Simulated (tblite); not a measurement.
Molecular dynamics of C₆H₉FO (part 2 of 3)

The same run, continued: C₆H₉FO, SMILES O=C(F)C1CCCC1; GFN2-xTB Langevin dynamics, gas phase (tblite 0.8.0). 

Geometry of the input (Å):
```
O  1.9010  1.5106  -1.1663
C  1.9074  0.6015  -0.4153
F  3.0236  -0.1919  -0.3526
C  0.8606  0.0953  0.5214
C  0.2612  -1.2089  -0.0614
C  -1.0208  -0.7477  -0.7462
C  -1.5630  0.2985  0.2222
C  -0.3156  1.0810  0.6443
H  1.3494  -0.1075  1.4772
H  0.0230  -1.8927  0.7537
H  0.9488  -1.7131  -0.7392
H  -0.7881  -0.2836  -1.7055
H  -1.7155  -1.5687  -0.9138
H  -2.3151  0.9408  -0.2309
H  -2.0101  -0.1968  1.0856
H  -0.4038  1.4784  1.6537
H  -0.1501  1.9168  -0.0367
```

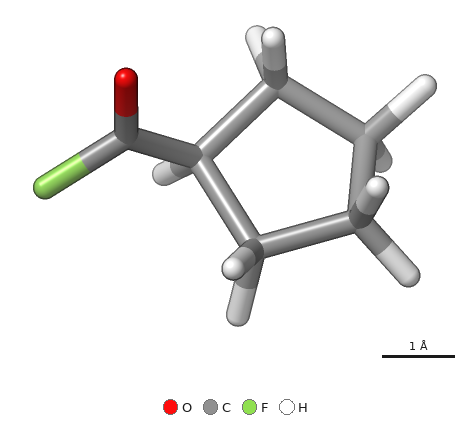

*The geometry at step 21 of the log (stick view, seen at a tilt).*

Trajectory as extended XYZ, continued:
```
17
Properties=species:S:1:pos:R:3:forces:R:3 step=13 time_fs=325.0 energy=-713.56089 temperature=240.6
O     1.7115    1.5671   -1.2537   -0.2675  -1.5076   1.8418
C     1.6056    0.6720   -0.4576    0.4956   0.0372  -1.6743
F     2.5618   -0.3485   -0.5098   -0.1177   0.6035   0.0893
C     0.5097    0.2357    0.4766    1.6863   2.0752  -0.1952
C    -0.1370   -1.0451    0.0525    3.0594  -2.5208   0.9516
C    -1.5638   -0.8322   -0.0702   -2.4950  -0.4971   0.0000
C    -1.8211    0.4035    0.7541    0.3821   1.0029  -0.8771
C    -0.5539    1.2788    0.4416   -1.9621  -1.0832   3.2682
H     0.8996    0.1081    1.4924    0.2497   0.3009  -0.1876
H     0.1789   -1.7338    0.9536   -0.9279   0.2980  -2.0836
H     0.2845   -1.3824   -0.9002    0.1601  -0.4594   0.3683
H    -1.9050   -0.6359   -1.0799    0.2153  -0.0402  -0.4079
H    -2.0961   -1.7427    0.2601   -0.1236   0.5014   0.0338
H    -2.7074    0.9398    0.4673   -0.5170   0.0922  -0.0131
H    -1.8727    0.1296    1.7762    0.0495   0.0408   1.0765
H    -0.4677    2.0280    1.2148    0.2808   0.2386   0.4488
H    -0.6585    1.8049   -0.4244   -0.1679   0.9176  -2.6396
17
Properties=species:S:1:pos:R:3:forces:R:3 step=14 time_fs=350.0 energy=-713.80281 temperature=284.9
O     1.7378    1.6077   -1.2187    0.3263  -0.4149  -0.3482
C     1.6130    0.6513   -0.5484   -0.7696  -0.3241   1.9829
F     2.5266   -0.3509   -0.4091    0.9888   0.2074  -0.9833
C     0.5580    0.2565    0.4810    0.6003   1.9531  -0.7795
C    -0.0455   -1.0764    0.1022    0.6604  -0.4179   0.2106
C    -1.5021   -0.8088   -0.0390   -1.5225  -0.0113  -0.5278
C    -1.8030    0.4027    0.8311   -0.2039   0.1944   0.0019
C    -0.5825    1.2805    0.4814   -0.6567  -0.9503   2.8097
H     1.0700    0.1353    1.4319    0.0926   0.3916   0.1659
H     0.2201   -1.7606    0.9015   -0.4715  -0.3832   0.1875
H     0.3930   -1.5062   -0.7800    0.1292  -0.0711  -0.6065
H    -1.8299   -0.6068   -1.0603    0.3905   0.1129  -0.1891
H    -2.0459   -1.6745    0.2536   -0.7148  -0.7622   0.4066
H    -2.7828    0.9274    0.6198    1.0592  -0.7594   0.2927
H    -1.7551    0.0272    1.8728   -0.1736   0.7090  -0.3365
H    -0.5437    2.1451    1.1487    0.5795  -0.3045   0.2714
H    -0.6885    1.6707   -0.4573   -0.3142   0.8304  -2.5586
17
Properties=species:S:1:pos:R:3:forces:R:3 step=15 time_fs=375.0 energy=-713.72373 temperature=293.2
O     1.8264    1.5327   -1.2337    0.1197  -0.1526   0.2357
C     1.6698    0.6586   -0.4518   -1.2642   0.3769  -0.2914
F     2.5931   -0.3393   -0.3660    0.0649   0.0407   0.1182
C     0.5072    0.3864    0.4891    1.1117  -0.0883   0.5034
C    -0.0547   -1.0921    0.2281   -0.6332   2.6208  -1.3079
C    -1.5632   -0.8193    0.0359   -0.4488   0.0618  -0.3903
C    -1.8318    0.3954    0.9489   -0.0264  -0.5601   0.2791
C    -0.6947    1.3682    0.5332   -0.7953  -0.2162   0.0321
H     1.0482    0.4020    1.4822   -0.7166  -0.1011  -0.5641
H     0.2715   -1.6817    1.0047   -0.0678  -1.3244   2.0808
H     0.4188   -1.5399   -0.6309   -0.0928   0.1030  -0.6887
H    -1.7366   -0.5106   -1.0014    0.2317   0.0421  -0.0109
H    -2.2725   -1.6612    0.1652    0.7061   0.2642   0.4678
H    -2.8142    0.8941    0.8660    0.3776  -0.5049  -0.2022
H    -1.7617   -0.0455    1.9767    0.2168   0.9547  -0.5034
H    -0.6702    2.2477    1.2385    0.5742  -1.0430  -0.6528
H    -0.9863    1.7780   -0.4782    0.6423  -0.4736   0.8945
17
Properties=species:S:1:pos:R:3:forces:R:3 step=16 time_fs=400.0 energy=-713.73086 temperature=260.4
O     1.8108    1.4841   -1.2015   -0.3673   0.2799  -0.0698
C     1.5725    0.6705   -0.3907    1.5060  -0.3554  -0.6898
F     2.5680   -0.3504   -0.2613   -0.5751   0.4327   0.1259
C     0.5047    0.4179    0.5696   -0.3376  -0.5524  -0.8010
C    -0.1238   -0.9909    0.2053    0.7821  -0.3590   1.4166
C    -1.6572   -0.7866    0.1205   -0.1144  -0.7637  -0.1146
C    -1.8759    0.4796    0.9365    1.1407   0.1994  -1.3341
C    -0.6599    1.3659    0.5041   -1.7736   1.2828  -0.1050
H     1.0336    0.4800    1.5298   -0.4721  -0.4268   0.1402
H     0.1560   -1.6401    1.0663   -0.5814   0.1289  -0.3972
H     0.4512   -1.4341   -0.6196   -0.8544   0.2062  -0.2118
H    -2.0363   -0.5675   -0.8867    0.5469  -0.1998  -0.0268
H    -2.2719   -1.6776    0.4655    0.9752   0.9481  -0.1132
H    -2.7946    0.9348    0.7005   -1.1595   0.6948  -0.5144
H    -1.9172    0.3017    1.9716    0.4856  -0.3210   1.3876
H    -0.5468    2.1756    1.2447    0.0100  -0.0582  -0.4788
H    -0.9009    1.8624   -0.5361    0.7889  -1.1365   1.7863
17
Properties=species:S:1:pos:R:3:forces:R:3 step=17 time_fs=425.0 energy=-713.95238 temperature=281.7
O     1.7174    1.5290   -1.1311    0.3004  -0.4757   0.4020
C     1.5808    0.6677   -0.3303    0.2168  -0.1327  -0.9244
F     2.5642   -0.3146   -0.1845   -0.2555   0.5905  -0.1598
C     0.4461    0.3620    0.5622   -0.3852   0.5070  -1.0815
C    -0.2353   -0.9991    0.2032    1.6528  -0.0889   1.3243
C    -1.6778   -0.6551    0.1809   -1.7858  -0.5469  -0.3088
C    -1.9046    0.6603    0.8875    0.7571   0.6374  -1.6436
C    -0.6436    1.4585    0.4821   -0.3368  -0.6197   0.4220
H     0.8869    0.4122    1.5222    0.2302  -0.5080   1.3521
H     0.0099   -1.7429    1.0068   -0.2565   0.5721  -0.5685
H     0.1793   -1.4121   -0.7092   -0.1758   0.0768  -0.2619
H    -2.1083   -0.5634   -0.8168    0.3074  -0.1863  -0.2220
H    -2.2669   -1.3875    0.7163   -0.2067  -0.5600  -0.0872
H    -2.8886    1.0287    0.6249    0.1068   0.6049  -0.2152
H    -1.8928    0.5029    1.9066    0.0871  -0.2212   2.3177
H    -0.3735    2.2456    1.1926   -0.3321   0.1136  -0.4092
H    -0.7390    1.8139   -0.5398    0.0759   0.2372   0.0641
17
Properties=species:S:1:pos:R:3:forces:R:3 step=18 time_fs=450.0 energy=-713.88613 temperature=234.4
O     1.6755    1.4730   -1.1348   -0.0421  -0.1562   0.2886
C     1.5705    0.6398   -0.2964   -1.0980   0.4699  -0.5131
F     2.5553   -0.2305   -0.1135    0.9398  -0.7432   0.1877
C     0.4167    0.3457    0.6323    0.0119   0.7139  -0.6627
C    -0.3482   -0.9553    0.2875    1.0183   0.4979  -2.3655
C    -1.8217   -0.6519    0.1549    0.3086   1.8354   1.2635
C    -1.9277    0.7354    0.8581   -0.5307  -0.3117   1.0860
C    -0.6187    1.4669    0.5407   -0.4442  -1.3326   1.5763
H     0.8629    0.3254    1.5988    0.2150  -0.3201   1.0360
H    -0.0867   -1.7209    0.9452    0.1482  -1.1527   1.1580
H    -0.0032   -1.2665   -0.7257    0.0294  -0.1058   0.5328
H    -2.0939   -0.5247   -0.8630   -0.3656  -0.2041  -0.8299
H    -2.4547   -1.3338    0.6848   -0.2912  -0.5340  -0.0800
H    -2.8081    1.3170    0.5010    0.5210  -0.4690   0.6334
H    -1.9704    0.4702    1.9634   -0.2483   0.8352  -1.1094
H    -0.3720    2.3248    1.1612   -0.2124  -0.0830   0.0237
H    -0.6953    1.7186   -0.4542    0.0402   1.0600  -2.2254
17
Properties=species:S:1:pos:R:3:forces:R:3 step=19 time_fs=475.0 energy=-713.91275 temperature=218.8
O     1.5858    1.3751   -1.1321    0.4246   1.1029  -1.6211
C     1.5596    0.5963   -0.2717   -0.8257  -0.8228   1.8865
F     2.6542   -0.1902   -0.0215   -0.3533   0.0212   0.0666
C     0.3914    0.3512    0.6623    0.2057   0.3298   0.6498
C    -0.3571   -0.9429    0.3264   -0.2246   0.0432  -0.4642
C    -1.8238   -0.5817    0.1376   -0.5751   0.8941   1.0058
C    -2.0039    0.7915    0.8581    1.0247  -1.2425   1.9004
C    -0.6782    1.4862    0.5809    1.0354  -0.6292  -0.1210
H     0.7069    0.1770    1.7029    0.4140   0.6072  -0.2889
H    -0.1674   -1.6011    1.1489   -0.2708  -0.7438   0.2316
H    -0.0208   -1.3919   -0.5905    0.4351  -0.3380  -0.3198
H    -2.0162   -0.3745   -0.9056   -0.1866  -0.3404  -0.2754
H    -2.4990   -1.3519    0.5443    0.2249   0.3388  -0.3692
H    -2.7668    1.3942    0.4327   -0.9824   0.1660   0.1017
H    -2.1222    0.6219    2.0280   -0.0154   0.4385  -2.2911
H    -0.4576    2.3091    1.2756   -0.0738  -0.2312  -0.4307
H    -0.6275    1.7974   -0.4702   -0.2568   0.4062   0.3391
17
Properties=species:S:1:pos:R:3:forces:R:3 step=20 time_fs=500.0 energy=-713.72803 temperature=264.6
O     1.5951    1.2935   -1.2510   -0.3893  -1.3153   2.4320
C     1.5181    0.6476   -0.2285    0.9659   0.4897  -1.9303
F     2.6430   -0.1156    0.1027   -0.6825   0.4269   0.0035
C     0.3944    0.4031    0.7103   -0.9099  -0.1417  -0.5788
C    -0.3758   -0.9136    0.3374   -0.3834  -0.7523   2.1532
C    -1.8466   -0.5430    0.0565   -0.6695   0.8264  -0.0840
C    -2.0297    0.8175    0.7981    1.3778  -1.1270   0.5828
C    -0.6993    1.4966    0.5338    2.0173   1.0237   0.4960
H     0.6760    0.2318    1.7672    0.3930   0.6821  -0.6958
H    -0.2864   -1.4911    1.3385   -0.5744   0.3006  -1.6656
H     0.0407   -1.5517   -0.4189    0.3124   0.0749  -0.4105
H    -2.0562   -0.3515   -1.0327    0.3673  -0.4798   0.9520
H    -2.5665   -1.2911    0.4622    0.6167   0.3996  -0.5152
H    -2.7953    1.4802    0.4930   -1.0538   0.0974  -0.3872
H    -2.1248    0.5878    1.8958    0.0479   0.3969  -0.9101
H    -0.4463    2.2733    1.2933   -0.5106  -0.1750  -0.5062
H    -0.4973    1.9780   -0.4790   -0.9247  -0.7271   1.0642
17
Properties=species:S:1:pos:R:3:forces:R:3 step=21 time_fs=525.0 energy=-713.81950 temperature=310.3
O     1.6407    1.2189   -1.2475    0.2034   0.3885  -1.6548
C     1.5227    0.6089   -0.2671   -0.0462   0.2512   2.5902
F     2.6115   -0.0111    0.3098    0.1064  -0.2159  -0.4331
C     0.3883    0.5233    0.7007   -1.0999  -1.6053  -1.0018
C    -0.3524   -0.8575    0.3226    1.2069  -1.2273   0.4811
C    -1.7852   -0.5011   -0.0281   -0.2300   0.9061  -0.0843
C    -2.0069    0.8280    0.6649   -1.4251   1.4967  -1.8385
C    -0.7190    1.5642    0.4733    1.7946   0.7534   1.4146
H     0.7299    0.5063    1.7324    0.1393  -0.1366  -0.0859
H    -0.2162   -1.6191    1.2033   -0.4814   1.3605  -1.5403
H     0.0762   -1.3451   -0.5991    0.0710   0.4247   1.0344
H    -1.9210   -0.2609   -1.0879    0.3547  -0.5514  -0.0482
H    -2.5199   -1.2299    0.2573   -0.1557  -0.4546   0.1452
H    -2.7869    1.4773    0.1628    0.3318  -0.9096   0.3760
H    -2.3341    0.7168    1.6557    0.0322  -0.1296   1.4831
H    -0.5537    2.3802    1.2179   -0.3670  -0.3632  -0.5128
H    -0.5534    1.9913   -0.5065   -0.4350   0.0125  -0.3251
17
Properties=species:S:1:pos:R:3:forces:R:3 step=22 time_fs=550.0 energy=-713.84779 temperature=309.7
O     1.5873    1.0717   -1.2554    0.6095  -0.1774   1.6266
C     1.5344    0.7085   -0.1109    0.6528  -0.2318  -2.4605
F     2.5991   -0.0013    0.4414   -0.3553   0.6420  -0.3023
C     0.3495    0.6023    0.7031   -1.3967  -1.0473   0.6167
C    -0.2674   -0.8041    0.2521   -0.4313   0.3032   0.9449
C    -1.6998   -0.4777   -0.1990   -0.7318  -0.3751   1.1223
C    -2.0427    0.8369    0.4762   -1.8425   0.8856  -0.3432
C    -0.7722    1.6126    0.4185    1.2738   0.2631   1.1824
H     0.5782    0.5847    1.7592    0.1419  -0.1595   0.3203
H    -0.2495   -1.5102    1.1198   -0.0657   0.5879  -0.6894
H     0.2846   -1.2459   -0.5542    0.3517  -0.2093  -0.3137
H    -1.8876   -0.4631   -1.2453    0.5282   0.2686  -0.9781
H    -2.4325   -1.1878    0.1779    0.1625  -0.5514   0.1057
H    -2.9237    1.4114    0.0463    1.0869  -0.6321  -0.2253
H    -2.4353    0.6303    1.4574    0.4890  -0.0633   0.8461
H    -0.6278    2.4523    1.1095   -0.5299  -0.0992  -0.0635
H    -0.6139    1.9635   -0.5596    0.0569   0.5960  -1.3890
17
Properties=species:S:1:pos:R:3:forces:R:3 step=23 time_fs=575.0 energy=-713.78274 temperature=256.4
O     1.7024    1.0211   -1.2121   -0.6235   0.5349   0.0314
C     1.4960    0.6690   -0.1069    1.4567  -0.6198  -0.5162
F     2.6125    0.0165    0.4757   -0.7173   0.2969   0.3528
C     0.2927    0.5370    0.7370   -0.2359   1.4412   0.2098
C    -0.2768   -0.8096    0.3233   -0.8587   0.3334  -0.0007
C    -1.6541   -0.5238   -0.2333   -1.0387  -0.0571   0.0952
C    -2.1144    0.7694    0.4151    1.1701  -0.3322   2.8632
C    -0.8148    1.6154    0.3953    0.5185  -1.2229   0.8392
H     0.6022    0.6153    1.7771   -0.1232  -0.2485   0.1665
H    -0.3696   -1.4929    1.1300    0.2034  -0.5568   0.7934
H     0.3349   -1.1985   -0.4402    0.7332  -0.9711  -0.8203
H    -1.6564   -0.3008   -1.2698    0.5305   0.1599  -1.2662
H    -2.3362   -1.3805   -0.1723    0.0497   0.1919   0.5761
H    -3.0153    1.1405    0.0420   -0.8899   0.9853  -1.2738
H    -2.3959    0.6282    1.5105    0.5959  -0.1949  -0.8680
H    -0.7182    2.4492    1.0990   -0.4909  -0.2433  -0.1299
H    -0.5349    1.9492   -0.5718   -0.2800   0.5030  -1.0524
17
Properties=species:S:1:pos:R:3:forces:R:3 step=24 time_fs=600.0 energy=-713.78319 temperature=202.4
O     1.7240    1.1219   -1.1897    0.7355   0.0618  -0.9763
C     1.5274    0.6231   -0.1523   -0.4767   0.5360   0.8424
F     2.5264    0.0915    0.6300    0.4255  -0.0589  -0.6501
C     0.2895    0.5324    0.6383   -0.5272   1.0153   1.2802
C    -0.3122   -0.8531    0.4113   -0.4359  -1.2472   0.7165
C    -1.6674   -0.6416   -0.2154   -0.0726   1.4932  -1.6048
C    -2.0707    0.6757    0.4385   -0.8021   0.0409   1.1663
C    -0.8668    1.5868    0.3979    1.8596  -0.6222  -2.0212
H     0.6577    0.7143    1.6748   -0.4289  -0.5726  -0.2598
H    -0.5683   -1.3319    1.3881    0.8945   0.0186  -0.6277
H     0.3277   -1.4603   -0.2442   -0.1007  -0.1193   0.5966
H    -1.5720   -0.4342   -1.3130    0.1278  -0.0822   0.6168
H    -2.4058   -1.4330   -0.1712    0.1368  -0.1575   0.5982
H    -2.9502    1.0817    0.0124   -0.7845   0.6340  -0.8575
H    -2.3664    0.5478    1.4974    0.3668  -0.3516  -0.1861
H    -0.7871    2.3628    1.1592   -0.3759  -0.0771  -0.2992
H    -0.6764    2.0313   -0.6604   -0.5420  -0.5113   1.6656
17
Properties=species:S:1:pos:R:3:forces:R:3 step=25 time_fs=625.0 energy=-713.92300 temperature=207.9
O     1.7910    1.0900   -1.1362   -0.7139   0.6290  -0.8214
C     1.4697    0.7183   -0.0766    0.1577  -0.9592   1.1566
F     2.4723    0.1659    0.6777    0.7352  -0.2508   0.4478
C     0.2307    0.5205    0.7579   -0.1314   0.8162  -0.7062
C    -0.3190   -0.9129    0.5005   -1.7568   0.6552   0.8672
C    -1.7110   -0.6657   -0.1646    0.6268   0.1420  -1.3835
C    -2.1551    0.6667    0.3646   -1.3822   1.0660  -0.3595
C    -0.9009    1.4689    0.3514    1.0146   0.3813  -2.0046
H     0.5044    0.7685    1.7893    0.0755  -0.6323  -0.0239
H    -0.5591   -1.3786    1.4714    0.6327  -0.1117  -0.3921
H     0.3009   -1.5068   -0.1393    0.3668  -0.3534   0.0418
H    -1.5406   -0.5083   -1.2541   -0.1017  -0.3555   0.4532
H    -2.4544   -1.4530   -0.0558    0.2869  -0.0915   0.2280
H    -2.9168    1.2335   -0.2445    0.4650  -0.9475   0.3467
H    -2.5554    0.6087    1.3517   -0.2954  -0.2688   0.8687
H    -0.9103    2.4024    0.8689   -0.0997   0.4002   0.7036
H    -0.7385    1.7481   -0.7235    0.1198  -0.1191   0.5777
17
Properties=species:S:1:pos:R:3:forces:R:3 step=26 time_fs=650.0 energy=-713.98820 temperature=239.0
O     1.6244    1.0509   -1.0380    0.4576   0.1232  -0.6819
C     1.4692    0.6390    0.0475   -0.9256   0.0972   1.1064
F     2.5232    0.1215    0.7551   -0.2664   0.0683  -0.1346
C     0.1556    0.5635    0.8145    0.6837   0.3551  -0.1069
C    -0.3848   -0.8753    0.5951   -0.1901   0.5893   0.2329
C    -1.6776   -0.7092   -0.1681   -1.2364  -0.3362  -0.8151
C    -2.2274    0.6273    0.2711    1.5362   1.4890  -0.7961
C    -0.9052    1.5005    0.2414   -1.4361  -0.4125   1.5337
H     0.2620    0.9005    1.8637    0.4331  -0.8901  -0.3148
H    -0.6238   -1.3154    1.5458    0.2064  -0.3573   0.4511
H     0.2926   -1.4904    0.0347    0.4675  -0.3498  -0.0141
H    -1.5390   -0.6335   -1.2516    0.2261  -0.3708   0.1055
H    -2.3701   -1.5474    0.0535    0.3146   0.4209  -0.2499
H    -2.9830    1.1345   -0.3639    0.2678  -0.7545   0.5310
H    -2.4804    0.5564    1.2991   -0.8096   0.1206   0.7849
H    -1.0281    2.3635    0.9067   -0.0051  -0.0149  -0.2064
H    -0.6725    1.8618   -0.7137    0.2764   0.2227  -1.4257
17
Properties=species:S:1:pos:R:3:forces:R:3 step=27 time_fs=675.0 energy=-713.89212 temperature=229.5
O     1.5162    0.9899   -1.0230   -0.2972  -0.3044   1.4732
C     1.3717    0.6476    0.1192    0.2664   0.1906  -1.3115
F     2.4511    0.1305    0.7460    0.1912  -0.0975   0.4117
C     0.1210    0.5670    0.9312   -0.7158   0.3419  -0.9071
C    -0.4465   -0.8844    0.7561    0.9223  -0.5169   0.1184
C    -1.6185   -0.7543   -0.1511   -1.5564   0.8253   0.2506
C    -2.2596    0.5960    0.2128    2.5433   0.6759  -0.5799
C    -0.9273    1.4843    0.2163   -1.8163  -0.6581   2.9367
H     0.1869    0.8280    1.9893    0.5065  -0.1297  -0.2261
H    -0.7282   -1.2819    1.7255   -0.1084   0.0551   0.1987
H     0.2100   -1.6468    0.2955    0.3478   0.6386   0.3879
H    -1.3435   -0.7139   -1.1791    0.4566   0.0040  -0.7997
H    -2.3228   -1.5553   -0.0430   -0.3756  -0.5759   0.1761
H    -2.8952    0.9513   -0.5813   -0.5461   0.0842   0.2398
H    -2.6661    0.5699    1.2073   -0.4770   0.1202   0.0940
H    -1.0553    2.4947    0.6851    0.0691  -0.9983  -0.1100
H    -0.6151    1.6260   -0.7489    0.5897   0.3449  -2.3528
17
Properties=species:S:1:pos:R:3:forces:R:3 step=28 time_fs=700.0 energy=-713.91380 temperature=298.9
O     1.4894    0.9771   -1.0341    0.5676   0.7656  -2.6980
C     1.3045    0.5868    0.0290   -0.2494  -0.7494   2.9735
F     2.3559    0.0860    0.7776    0.3176  -0.1312  -0.2590
C     0.1013    0.5483    0.9015   -0.9314   0.5621  -1.0654
C    -0.4983   -0.8640    0.8983   -0.6354  -1.5488   0.3933
C    -1.6575   -0.8263   -0.1126    0.0864   1.7812   0.9550
C    -2.2549    0.5821    0.1703    1.4845   0.3269  -1.0281
C    -1.0025    1.4934    0.2760    0.3053  -0.8743  -1.0273
H     0.4254    0.7844    1.8954   -0.0030   0.4219   0.5604
H    -0.8385   -1.1682    1.9326    0.0302   0.6172  -0.9657
H     0.1637   -1.6965    0.6140    0.3308   0.5686   0.0031
H    -1.3214   -1.0029   -1.1231    0.2483   0.4585  -0.2595
H    -2.4518   -1.4844    0.0610   -0.8233  -1.4711   0.5061
H    -2.8439    0.9472   -0.6612   -0.4683  -0.0770   0.0546
H    -2.8020    0.5812    1.0918   -0.3311  -0.0893   0.3309
H    -1.1806    2.4486    0.7882    0.2117  -0.5267  -0.0463
H    -0.7051    1.7010   -0.8145   -0.1405  -0.0343   1.5725
```
